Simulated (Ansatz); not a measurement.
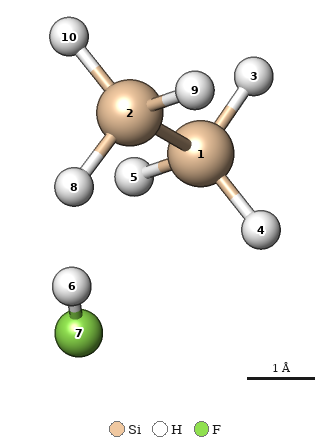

The starting structure (ball-and-stick view, seen at a tilt; atoms are numbered from 1 in the order of the input). Bond lengths as drawn: F–H 0.93 Å, H–Si 1.48 to 1.50 Å and Si–Si 2.34 Å.

# Si2H7F: nudged elastic band

System: Si2H7F.
Method: RKS PBE0-D4/def2-SVP (Ansatz 0.2.0).

Figures and captions count atoms from 1; the log counts them from 0 in places.

**Input file**
```yaml
crystal:
  periodic: [false, false, false]
  atoms:
    - {symbol: Si, position_ang: [-1.160892, 0.241677, -0.685177]}
    - {symbol: Si, position_ang: [0.682283, -1.060786, -0.061536]}
    - {symbol: H, position_ang: [-1.969832, -0.548666, -1.651923]}
    - {symbol: H, position_ang: [-1.991120, 0.556286, 0.504180]}
    - {symbol: H, position_ang: [-0.704992, 1.493888, -1.338592]}
    - {symbol: H, position_ang: [1.095900, 1.270198, 1.401397]}
    - {symbol: F, position_ang: [0.691634, 2.092254, 1.541729]}
    - {symbol: H, position_ang: [1.564669, -0.336009, 0.910097]}
    - {symbol: H, position_ang: [0.258482, -2.315319, 0.612533]}
    - {symbol: H, position_ang: [1.533869, -1.393623, -1.232806]}
basis:
  gaussian: {orbitals: def2-SVP}
hamiltonian: {xc: pbe0, dispersion: d4}
neb:
  images: 5
  climbing: true
  max_iterations: 40
  initial_path: idpp
  final_atoms:
    - {symbol: Si, position_ang: [-1.595261, 1.395892, -0.409500]}
    - {symbol: Si, position_ang: [1.570023, -1.410266, 0.385387]}
    - {symbol: H, position_ang: [-1.086988, 0.043794, -0.742034]}
    - {symbol: H, position_ang: [-2.922663, 1.304982, 0.242308]}
    - {symbol: H, position_ang: [-1.664828, 2.237487, -1.626878]}
    - {symbol: H, position_ang: [1.510785, -0.078323, 1.036702]}
    - {symbol: F, position_ang: [-0.575679, 2.078491, 0.617033]}
    - {symbol: H, position_ang: [2.772510, -2.145128, 0.854030]}
    - {symbol: H, position_ang: [0.352167, -2.187038, 0.731320]}
    - {symbol: H, position_ang: [1.639934, -1.239991, -1.088467]}
```

Command:
```bash
ansatz run in.yaml --threads 4 --pin off --events-out ev --progress --plain --max-ram 9574MiB
```

**Log**
```
Functional definition: PBE0
  name "PBE0"
  cite "Adamo & Barone, J. Chem. Phys. 110, 6158 (1999) doi:10.1063/1.478522"
  cite "Perdew, Burke & Ernzerhof, Phys. Rev. Lett. 77, 3865 (1996) doi:10.1103/PhysRevLett.77.3865"
  parent pbe
  parameter a = 0.25
  parameter kappa = 0.804
  parameter beta = 0.06672455060314922
  exchange = (1 - a)*pbe_x(kappa = kappa, mu = beta*pi^2/3) + a*exact_x
  correlation = pbe_c(beta = beta)
876 factors; integrals over basis functions are off by at most 3.2e-4 eV
mean field evaluation 1: about -18567.6438 eV, gradient 2.9e1 eV
mean field evaluation 2: about -18567.1938 eV, gradient 3.6e1 eV
mean field evaluation 4: about -18568.9942 eV, gradient 2.4e-1 eV
mean field evaluation 8: about -18568.9991 eV, gradient 9.3e-4 eV
mean field -18568.99905186 eV, -682.3981286364 hartree, gradient 3.7e-5 eV, S^2 0.000000; 0 other end points of the search recorded, 0 dependent functions left out
the calculation of the forces begins
reference -18568.99907726 eV, -682.3981295696 hartree; 22, 22 occupied and 63, 63 virtual orbitals, 876 factors
871 factors; integrals over basis functions are off by at most 8.8e-4 eV
mean field evaluation 16: about -18570.0164 eV, gradient 3.6e-1 eV
mean field -18570.01314060 eV, -682.4353957100 hartree, gradient 2.8e-5 eV, S^2 0.000000; 0 other end points of the search recorded, 0 dependent functions left out
[... from here on the field's lines of each further geometry are left out, up to the last ...]
WARN: NEB end point (image 0): max|allowed force component| = 1.284e-1 eV/Å (the criterion of neb.relax_end_points is 1.000e-2). That is over neb.f_tol: it is no minimum, so the barrier can be far off. Relax it first
WARN: NEB end point (image 6): max|allowed force component| = 6.179e-1 eV/Å (the criterion of neb.relax_end_points is 1.000e-2). That is over neb.f_tol: it is no minimum, so the barrier can be far off. Relax it first
NEB iter   1: max|band force component| = 5.261e0 eV/Å  barrier→ = 5.2409 eV  barrier← = 6.2296 eV  Δτ_max = 0.2000 Å  (163 SCF iters)
NEB iter   2: max|band force component| = 4.261e0 eV/Å  barrier→ = 3.7403 eV  barrier← = 4.7291 eV  Δτ_max = 0.2000 Å  (137 SCF iters)
NEB iter   3: max|band force component| = 1.629e1 eV/Å  barrier→ = 2.6569 eV  barrier← = 3.6456 eV  Δτ_max = 0.1021 Å  (134 SCF iters)
NEB iter   4: max|band force component| = 1.911e0 eV/Å  barrier→ = 2.2655 eV  barrier← = 3.2542 eV  Δτ_max = 0.2000 Å  (119 SCF iters)
NEB iter   5: max|band force component| = 1.146e0 eV/Å  barrier→ = 1.5831 eV  barrier← = 2.5718 eV  Δτ_max = 0.2000 Å  (123 SCF iters)
NEB iter   6: max|band force component| = 1.534e0 eV/Å  barrier→ = 1.1339 eV  barrier← = 2.1226 eV  Δτ_max = 0.0998 Å  (119 SCF iters)
NEB iter   7: max|band force component| = 1.527e0 eV/Å  barrier→ = 0.9301 eV  barrier← = 1.9188 eV  CI = image 3  Δτ_max = 0.2000 Å  (115 SCF iters)
NEB iter   8: max|band force component| = 2.344e0 eV/Å  barrier→ = 1.5040 eV  barrier← = 2.4927 eV  CI = image 3  Δτ_max = 0.1986 Å  (116 SCF iters)
NEB iter   9: max|band force component| = 1.067e0 eV/Å  barrier→ = 1.5607 eV  barrier← = 2.5494 eV  CI = image 3  Δτ_max = 0.1264 Å  (117 SCF iters)
NEB iter  10: max|band force component| = 5.649e-1 eV/Å  barrier→ = 1.5844 eV  barrier← = 2.5731 eV  CI = image 3  Δτ_max = 0.0479 Å  (113 SCF iters)
NEB iter  11: max|band force component| = 1.251e-1 eV/Å  barrier→ = 1.5644 eV  barrier← = 2.5531 eV  CI = image 3  Δτ_max = 0.0128 Å  (114 SCF iters)
the calculation of the forces begins
reference -18567.58409997 eV, -682.3461301134 hartree; 22, 22 occupied and 63, 63 virtual orbitals, 876 factors
these checks for a lower state are left out or cut short: stability, starts, cluster_reference, orbital_swaps, neighbouring_geometries, increment
876 factors; integrals over basis functions are off by at most 8.4e-4 eV
mean field -18568.70880671 eV, -682.3874623236 hartree, gradient 1.2e-6 eV, S^2 0.000000; 0 other end points of the search recorded, 0 dependent functions left out
the calculation of the forces begins
reference -18568.70883395 eV, -682.3874633247 hartree; 22, 22 occupied and 63, 63 virtual orbitals, 876 factors
NEB iter  12: max|band force component| = 3.798e-2 eV/Å  barrier→ = 1.5633 eV  barrier← = 2.5520 eV  CI = image 3  CI's point: of a kind that is not told: the force calls were inconclusive, a negative curvature could not be distinguished from the path's own, the only one lies far off the path, or fixed occupations may fill a level only in part  Δτ_max = 0.0000 Å  (786 SCF iters)
```

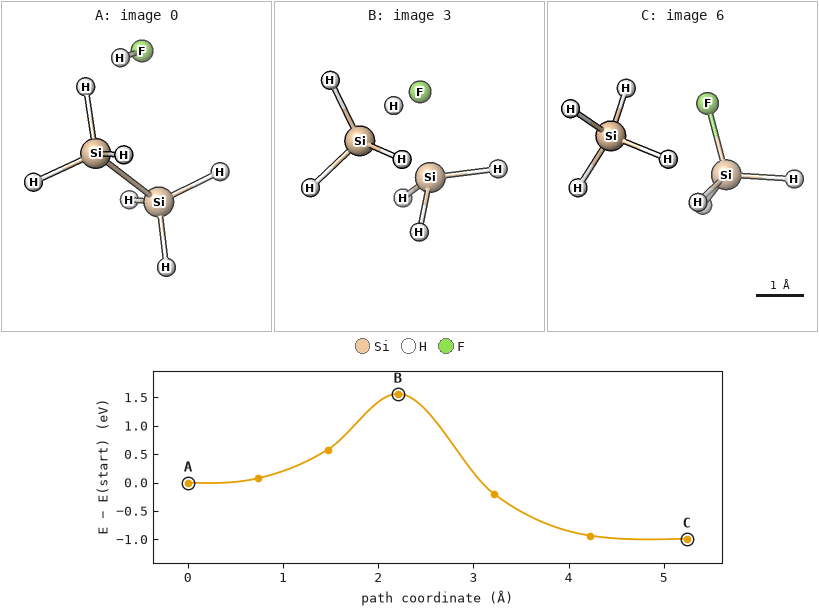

Images of the last band (counted from 0; ball-and-stick, seen at a tilt) above the energy along the path; the line is a cubic interpolation that uses the forces. The highest image is number 3, 1.563 eV above the start and 2.552 eV above the end (the climbing image); the end lies 0.989 eV below the start. The path is 5.24 Å long. The band converged in 12 iterations. The end points carry forces over 0.1 eV/Å, so they aren't fully relaxed minima and the barriers are approximate.

```
Total energy: -18567.57357644 eV, -682.3457433806 hartree
Atom 0 at    -0.957744     0.726440    -0.298045 Å, force     0.012590     0.019542     0.018178 eV/Å
Atom 1 at     0.934925    -0.995466     0.146950 Å, force    -0.006148    -0.023810    -0.016913 eV/Å
Atom 2 at    -1.253531    -0.506341    -1.126307 Å, force     0.005833    -0.014219    -0.002998 eV/Å
Atom 3 at    -2.129092     0.803882     0.613275 Å, force     0.002670     0.000097     0.004692 eV/Å
Atom 4 at    -0.788738     1.785070    -1.327350 Å, force     0.005076     0.001482     0.001647 eV/Å
Atom 5 at     0.543337     0.676875     0.717181 Å, force    -0.002025     0.050461     0.023552 eV/Å
Atom 6 at     0.105143     1.759174     0.956279 Å, force    -0.010748    -0.035766    -0.024552 eV/Å
Atom 7 at     2.165279    -0.987183     1.006335 Å, force    -0.008325     0.006408    -0.002545 eV/Å
Atom 8 at     0.040761    -2.102963     0.589992 Å, force    -0.000508    -0.002546     0.000993 eV/Å
Atom 9 at     1.339660    -1.159588    -1.278409 Å, force     0.001584    -0.001648    -0.002054 eV/Å
Dipole moment:     0.009171    -0.171921    -0.079758 e Å
```

**The last band as extended XYZ (Å, eV, eV/Å)**
```
10
Properties=species:S:1:pos:R:3:forces:R:3 image=0 energy=-18569.13683
Si   -1.1609    0.2417   -0.6852    0.0938   0.0272   0.0790
Si    0.6823   -1.0608   -0.0615   -0.0294   0.0499   0.0045
H    -1.9698   -0.5487   -1.6519   -0.0709  -0.0769  -0.0881
H    -1.9911    0.5563    0.5042   -0.0688   0.0259   0.1152
H    -0.7050    1.4939   -1.3386    0.0511   0.1131  -0.0575
H     1.0959    1.2702    1.4014    0.0008   0.0780   0.0403
F     0.6916    2.0923    1.5417   -0.0419  -0.1284  -0.0940
H     1.5647   -0.3360    0.9101    0.0418   0.0700   0.0639
H     0.2585   -2.3153    0.6125   -0.0524  -0.1257   0.0609
H     1.5339   -1.3936   -1.2328    0.0759  -0.0332  -0.1242
10
Properties=species:S:1:pos:R:3:forces:R:3 image=1 energy=-18569.06177
Si   -1.0566    0.3733   -0.5448   -0.0433  -0.0749  -0.0677
Si    0.7412   -1.0450   -0.0129   -0.0491  -0.0195  -0.0442
H    -1.7661   -0.5348   -1.4961   -0.1563   0.0313  -0.0922
H    -1.9587    0.6688    0.6037    0.0368  -0.0413  -0.0008
H    -0.6608    1.6147   -1.2675    0.0333  -0.0449   0.0055
H     0.8830    1.1508    1.1934    0.1437   0.0750   0.1379
F     0.4217    1.9508    1.2750    0.0619   0.0449   0.0658
H     1.7762   -0.5419    0.9619   -0.1261   0.1467  -0.0138
H     0.1626   -2.2892    0.5741    0.0522  -0.0570   0.0012
H     1.4573   -1.3477   -1.2868    0.0470  -0.0603   0.0083
10
Properties=species:S:1:pos:R:3:forces:R:3 image=2 energy=-18568.55751
Si   -0.9815    0.5083   -0.4242   -0.0460  -0.3428  -0.2042
Si    0.8235   -1.0149    0.0594   -0.1682  -0.0362  -0.1357
H    -1.4855   -0.5681   -1.3182   -0.3378  -0.1041  -0.2854
H    -2.0198    0.7560    0.6186    0.1603  -0.0821   0.0017
H    -0.7144    1.7102   -1.2675    0.1085  -0.1228   0.0809
H     0.6329    1.0003    0.9426    0.1379   0.4788   0.3366
F     0.3233    1.8645    1.1624    0.3104   0.1900   0.3120
H     2.0064   -0.8275    0.9768   -0.2380   0.2634  -0.0327
H     0.0556   -2.1882    0.5624    0.0348  -0.1233  -0.0341
H     1.3595   -1.2407   -1.3122    0.0380  -0.1210  -0.0391
10
Properties=species:S:1:pos:R:3:forces:R:3 image=3 energy=-18567.57355
Si   -0.9577    0.7264   -0.2980    0.0126   0.0195   0.0182
Si    0.9349   -0.9955    0.1469   -0.0061  -0.0238  -0.0169
H    -1.2535   -0.5063   -1.1263    0.0058  -0.0142  -0.0030
H    -2.1291    0.8039    0.6133    0.0027   0.0001   0.0047
H    -0.7887    1.7851   -1.3274    0.0051   0.0015   0.0016
H     0.5433    0.6769    0.7172   -0.0020   0.0505   0.0236
F     0.1051    1.7592    0.9563   -0.0107  -0.0358  -0.0246
H     2.1653   -0.9872    1.0063   -0.0083   0.0064  -0.0025
H     0.0408   -2.1030    0.5900   -0.0005  -0.0025   0.0010
H     1.3397   -1.1596   -1.2784    0.0016  -0.0016  -0.0021
10
Properties=species:S:1:pos:R:3:forces:R:3 image=4 energy=-18569.33483
Si   -1.1533    1.0401   -0.2772   -0.2258   0.4254   0.0559
Si    1.1454   -1.1005    0.2418    0.2822  -0.1469   0.1229
H    -1.0095   -0.3393   -0.8753    0.3270   0.2156   0.3318
H    -2.3991    0.9305    0.5085   -0.3661   0.1720  -0.1317
H    -1.0479    1.9225   -1.4566   -0.3438   0.1938  -0.1747
H     0.7594    0.2723    0.6668    0.2819  -0.5377  -0.0706
F    -0.1650    1.8205    0.7942   -0.3896   0.0800  -0.2342
H     2.3950   -1.2923    1.0130    0.3057  -0.4135   0.0048
H     0.0943   -2.0941    0.6176    0.0728   0.0112   0.0354
H     1.3808   -1.1597   -1.2329    0.0557   0.0001   0.0606
10
Properties=species:S:1:pos:R:3:forces:R:3 image=5 energy=-18570.07127
Si   -1.3880    1.2227   -0.3508   -0.0572   0.0453  -0.0172
Si    1.3598   -1.2385    0.3237    0.0569  -0.0374   0.0209
H    -0.9514   -0.1478   -0.7420    0.0143   0.0502   0.0340
H    -2.7036    1.1349    0.3334   -0.0812   0.0545  -0.0461
H    -1.4102    2.0867   -1.5589   -0.0966   0.0447  -0.0265
H     1.0755    0.1329    0.8208    0.0842  -0.0355   0.0414
F    -0.3366    1.8853    0.7005   -0.0491   0.0179  -0.0264
H     2.6198   -1.7165    0.9586    0.0598  -0.1136  -0.0151
H     0.2264   -2.1463    0.6779    0.0351  -0.0127   0.0161
H     1.5084   -1.2134   -1.1634    0.0338  -0.0133   0.0188
10
Properties=species:S:1:pos:R:3:forces:R:3 image=6 energy=-18570.12554
Si   -1.6086    1.3742   -0.4302   -0.4560  -0.3041  -0.4563
Si    1.5836   -1.3891    0.4061   -0.0068   0.0131   0.0016
H    -1.0840    0.0246   -0.7472    0.0353  -0.1447  -0.0481
H    -2.9378    1.2751    0.2167   -0.1447  -0.0256   0.0361
H    -1.6818    2.2031   -1.6560   -0.0294   0.0595  -0.1360
H     1.5069   -0.0516    1.0441   -0.0202   0.1460   0.0609
F    -0.6011    2.0780    0.5941    0.6179   0.3913   0.6090
H     2.7919   -2.1062    0.8872    0.1212  -0.0703   0.0492
H     0.3728   -2.1758    0.7542   -0.1241  -0.0806   0.0346
H     1.6583   -1.2325   -1.0690    0.0069   0.0154  -0.1510
```

**Key numbers**

```tsv
quantity	value
outcome	converged
barrier, forward	1.563 eV
barrier, backward	2.552 eV
dipole moment (one image of the band)	0.91 D
hardware	4 threads of Arm Neoverse V1, 23 GiB of memory available, shared host
wall time	70 s (CPU time 4.2 min)
peak memory	0.44 GiB
```
